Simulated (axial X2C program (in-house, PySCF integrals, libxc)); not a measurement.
# NaC: bond curves in the non-relativistic limit (speed of light times 100)

What are the state, bond length, wavenumber and bond energy of NaC?

Method: all-electron X2C, Na dyall-v3z, C dyall-v3z; program: an in-house X2C program for linear molecules on PySCF integrals.

All values are calculated.

## Step 1: Set-up

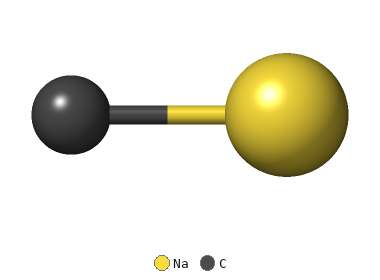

The two atoms at 2.270 Å (sodium yellow, carbon dark grey).

task.json

```json
{"zs": [11, 6], "q": 0, "bas": ["dyall-v3z", "dyall-v3z"], "levels": ["PBE0", "HF", "r2SCAN", "BHandHLYP"], "cc": false, "r0": 2.27, "npts": 10, "nst": 2, "ntry": 6, "opt": {"cfac": 100}}
```

Keys: zs atomic numbers; q charge; bas basis sets; levels methods (HF also brings MP2); cc coupled cluster on or off; r0 starting distance in Å; npts points asked for on the curve; nst determinants followed; ntry starts of the search; cfac factor on the speed of light (100 gives the non-relativistic limit).

Launch:

```sh
> python so2c.py task.json out
```

The Hamiltonian is the X2C one with the speed of light multiplied by 100, which is the non-relativistic limit. Basis: Na dyall-v3z contracted to [9s8p4d2f], C dyall-v3z contracted to [7s6p2d1f]; Gaussian nuclei, density fitting. Masses: Na 22.990 u, C 12.000 u.

Notation: σ, π±, δ± give the projection m of an orbital's angular momentum (0, ±1, ±2), α and β its spin, Λ and M_S the sums; ω is the projection of a spinor's total angular momentum and Ω the sum. Logs are in hartree.

The results follow Hamiltonian by Hamiltonian and level by level.

## Step 2: State search with PBE0

Determinants are compared with PBE0 at 2.270 Å.

Spin-free determinants:

```
ΔE (eV)             state                          open shells
   0.00  M_S = 3/2, Λ = 0   beyond closed shells: σα, π+α, π-α
   0.69  M_S = 1/2, Λ = 0   beyond closed shells: σβ, π+α, π-α
   1.43  M_S = 1/2, Λ = 1            beyond closed shells: π+α
   1.51  M_S = 1/2, Λ = 0   beyond closed shells: σα, π+β, π-α
   1.51  M_S = 1/2, Λ = 2   beyond closed shells: σα, π+α, π+β
   2.48  M_S = 1/2, Λ = 1  beyond closed shells: π+α, π+β, π-α
   2.67  M_S = 3/2, Λ = 1    beyond closed shells: 2 × σα, π+α
```

## Step 3: PBE0, non-rel.

State followed: M_S = 3/2, Λ = 0 (beyond closed shells: σα, π+α, π-α). The scan is laid around 2.237 Å, a first estimate of the minimum, and this SCF restarts from the orbitals of the search.

The SCF at the reference distance of 2.237 Å:

```text
spin-free X2C-1e  PBE0
basis functions 109  fitting functions 580  grid points 4362
iter        total energy     max residual
   1       -200.027001342     1.50e-01
   2       -200.066322674     2.30e-03
   3       -200.066359086     1.65e-03
   4       -200.066388160     5.25e-04
   5       -200.066391550     1.49e-04
   6       -200.066391851     9.20e-06
   7       -200.066391854     3.77e-06
   8       -200.066391855     1.56e-06
converged
one-electron -310.15229237  Coulomb 114.10636307  exact exchange -4.78942173  xc functional -14.84377928  nuclear repulsion 15.61273845
```

Along the bond, energies from the lowest point:

| R (Å) | E (eV) | μ (D) | HOMO (eV) | LUMO (eV) | iterations |
| --- | --- | --- | --- | --- | --- |
| 1.946 | 0.3321 | -6.76 | -4.98 | -1.44 | 10 |
| 2.036 | 0.1382 | -7.02 | -4.87 | -1.51 | 9 |
| 2.103 | 0.0547 | -7.22 | -4.80 | -1.56 | 9 |
| 2.170 | 0.0116 | -7.41 | -4.74 | -1.61 | 9 |
| 2.237 | 0.0000 | -7.60 | -4.68 | -1.66 | 8 |
| 2.315 | 0.0170 | -7.82 | -4.62 | -1.72 | 9 |
| 2.394 | 0.0581 | -8.02 | -4.57 | -1.78 | 9 |
| 2.494 | 0.1358 | -8.27 | -4.51 | -1.86 | 9 |
| 2.617 | 0.2540 | -8.53 | -4.46 | -1.95 | 9 |
| 2.796 | 0.4463 | -8.82 | -4.43 | -2.08 | 9 |

Dipoles are positive if C is the positive end.

Outer orbitals at the reference distance:

| symmetry | occupied | ε (eV) | atomic character |
| --- | --- | --- | --- |
| π+α | yes | -32.51 | 100% Na p |
| π-α | yes | -32.51 | 100% Na p |
| σα | yes | -32.48 | 100% Na p |
| π-β | yes | -32.46 | 100% Na p |
| π+β | yes | -32.46 | 100% Na p |
| σβ | yes | -32.40 | 100% Na p |
| σα | yes | -13.97 | 81% C s, 8% Na p, 5% Na s |
| σβ | yes | -9.72 | 77% C s, 10% Na p, 8% Na s |
| σα | yes | -5.01 | 83% C p, 13% Na s, 2% Na p |
| π-α | yes | -4.68 | 90% C p, 6% Na p, 4% Na d |
| π+α | yes | -4.68 | 90% C p, 6% Na p, 4% Na d |
| σα | no | -1.66 | 66% Na s, 26% Na p, 7% C p |
| σβ | no | -1.40 | 68% Na s, 19% Na p, 11% C p |
| π-α | no | -0.03 | 93% Na p, 4% Na d, 3% C p |
| π+α | no | -0.03 | 93% Na p, 4% Na d, 3% C p |

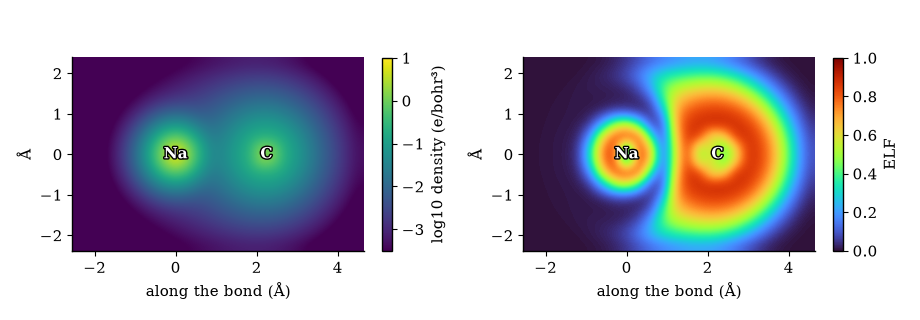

PBE0 fields in a plane through the axis, from a grid of 0.3 Å; Na lies at z = 0 and C at z = 2.237 Å; the ELF is damped to zero where the density is low.

Re = 2.232 Å, ωe = 435 cm⁻¹, ωexe = 3.38 cm⁻¹, Be = 0.429 cm⁻¹, De = 2.04 eV, μ = -7.59 D.

## Step 4: HF, non-rel.

The SCF at the reference distance of 2.237 Å:

```text
spin-free X2C-1e  HF
basis functions 109  fitting functions 580  grid points 4362
iter        total energy     max residual
   1       -199.590877761     5.76e-02
   2       -199.599566190     3.73e-03
   3       -199.600269304     2.16e-03
   4       -199.600487729     1.22e-03
   5       -199.600577312     5.17e-04
   6       -199.600597332     2.12e-04
   7       -199.600598815     6.42e-05
   8       -199.600598880     3.86e-05
   9       -199.600598901     2.22e-05
  10       -199.600598911     5.23e-06
  11       -199.600598912     1.22e-06
converged
one-electron -310.30625438  Coulomb 114.32169511  exact exchange -19.22877810  xc functional 0.00000000  nuclear repulsion 15.61273845
```

Re = 2.240 Å, ωe = 454 cm⁻¹, ωexe = 2.99 cm⁻¹, Be = 0.4262 cm⁻¹, De = 1.31 eV, μ = -8.51 D.

## Step 5: r2SCAN, non-rel.

Output at 2.237 Å:

```text
spin-free X2C-1e  r2SCAN
basis functions 109  fitting functions 580  grid points 4362
iter        total energy     max residual
   1       -200.168466853     2.65e-02
   2       -200.169225012     1.62e-03
   3       -200.169242884     1.32e-03
   4       -200.169261109     3.55e-04
   5       -200.169262158     3.18e-04
   6       -200.169263686     1.55e-05
   7       -200.169263700     8.18e-06
   8       -200.169263700     3.25e-06
converged
one-electron -310.19495188  Coulomb 114.16081315  exact exchange 0.00000000  xc functional -19.74786343  nuclear repulsion 15.61273845
```

Re = 2.241 Å, ωe = 432 cm⁻¹, Be = 0.4255 cm⁻¹, De = 2.21 eV, μ = -7.64 D.

## Step 6: BHandHLYP, non-rel.

The SCF at the reference distance of 2.237 Å:

```text
spin-free X2C-1e  BHandHLYP
basis functions 109  fitting functions 580  grid points 4362
iter        total energy     max residual
   1       -200.188218613     1.43e-02
   2       -200.188748607     2.43e-03
   3       -200.188805644     1.65e-03
   4       -200.188835661     2.58e-04
   5       -200.188837529     1.12e-04
   6       -200.188838038     3.37e-05
   7       -200.188838134     1.01e-05
   8       -200.188838144     3.24e-06
   9       -200.188838145     5.96e-07
converged
one-electron -310.26376353  Coulomb 114.24295428  exact exchange -9.59293866  xc functional -10.18782870  nuclear repulsion 15.61273845
```

Re = 2.220 Å, ωe = 448 cm⁻¹, ωexe = 3.42 cm⁻¹, Be = 0.4339 cm⁻¹, De = 1.71 eV, μ = -7.85 D.

## Step 7: MP2, non-rel.

Correlated methods: 13 electrons correlated (frozen shells, counted by type: Na 1 s; C 1 s), 191 virtual spinors in MP2.

MP2: Re = 2.224 Å, ωe = 451 cm⁻¹, Be = 0.4323 cm⁻¹, De = 1.97 eV.

## Step 8: A higher determinant, non-rel.

State: M_S = 1/2, Λ = 0 (beyond closed shells: σβ, π+α, π-α).

Output at the reference distance:

```text
spin-free X2C-1e  PBE0
basis functions 109  fitting functions 580  grid points 4362
iter        total energy     max residual
   1       -200.001206603     1.53e-01
   2       -200.040890942     2.41e-03
   3       -200.040918659     1.93e-03
   4       -200.040960778     6.74e-04
   5       -200.040966576     1.36e-04
   6       -200.040966946     3.18e-05
   7       -200.040966989     1.34e-05
   8       -200.040966997     2.27e-06
   9       -200.040966997     4.79e-07
converged
one-electron -310.04702027  Coulomb 113.99112500  exact exchange -4.77728983  xc functional -14.82052035  nuclear repulsion 15.61273845
```

| R (Å) | E above the lowest PBE0 point (eV) |
| --- | --- |
| 1.946 | 1.067 |
| 2.036 | 0.863 |
| 2.103 | 0.769 |
| 2.170 | 0.716 |
| 2.237 | 0.692 |
| 2.315 | 0.693 |
| 2.394 | 0.718 |
| 2.494 | 0.772 |
| 2.617 | 0.860 |

Re = 2.271 Å, ωe = 393 cm⁻¹, ωexe = 3.99 cm⁻¹, Be = 0.4146 cm⁻¹, μ = -7.34 D. ⟨S²⟩ = 1.76 against 0.75 for a pure state, so this determinant mixes spins. Te = 0.69 eV.

## Step 9: The non-rel. curves together

Energy (eV) of the followed determinant, non-rel., from each level's lowest point:

| R (Å) | PBE0 | HF | MP2 | r2SCAN | BHandHLYP |
| --- | --- | --- | --- | --- | --- |
| 1.946 | 0.332 | 0.379 | 0.329 | 0.354 | 0.315 |
| 2.036 | 0.138 | 0.162 | 0.133 | 0.151 | 0.125 |
| 2.103 | 0.055 | 0.067 | 0.050 | 0.062 | 0.046 |
| 2.170 | 0.012 | 0.016 | 0.009 | 0.015 | 0.007 |
| 2.237 | 0.000 | 0.000 | 0.000 | 0.000 | 0.000 |
| 2.315 | 0.017 | 0.016 | 0.021 | 0.013 | 0.023 |
| 2.394 | 0.058 | 0.059 | 0.068 | 0.052 | 0.070 |
| 2.494 | 0.136 | 0.143 | 0.155 | 0.127 | 0.155 |
| 2.617 | 0.254 | 0.274 | 0.287 | 0.242 | 0.282 |
| 2.796 | 0.446 | 0.494 | 0.506 | 0.432 | 0.485 |

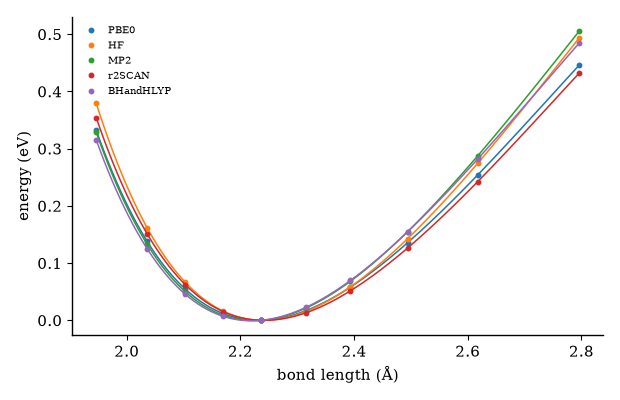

Curves of the followed state, non-rel., each from its own lowest point.

The whole job took 25 s on 1 thread, shared host.

## Step 10: Constants

Lowest determinant that the search found at its distance, non-rel.: M_S = 3/2, Λ = 0 (beyond closed shells: σα, π+α, π-α).

```csv
Hamiltonian,level,Re (Å),ωe (cm⁻¹),De (eV),μ (D)
non-rel.,PBE0,2.232,435,2.04,-7.59
non-rel.,HF,2.240,454,1.31,-8.51
non-rel.,MP2,2.224,451,1.97,n/a
non-rel.,r2SCAN,2.241,432,2.21,-7.64
non-rel.,BHandHLYP,2.220,448,1.71,-7.85
```

Dipoles are positive if C is the positive end.

Time per point (s) on 1 thread, shared host (non-rel. runs); the times are rough: PBE0 0.25, HF 0.13, MP2 0.23, r2SCAN 0.37, BHandHLYP 0.28.

What this shows: Bond lengths run from 2.220 Å (non-rel. BHandHLYP) to 2.241 Å (non-rel. r2SCAN).

De refers to Na + C, each in the lowest determinant found, which need not be this curve's own limit. Each curve is one determinant whose occupation by symmetry is held fixed; it was picked as the lowest of a PBE0 search that is not exhaustive. De is counted from the lowest determinant-based energies of the atoms at the same level, without counterpoise correction. The meta-GGAs lack a current-density term, which matters for open shells with orbital currents, atoms included. With several unpaired electrons one determinant need not be a pure state. These are model numbers, with the speed of light changed.
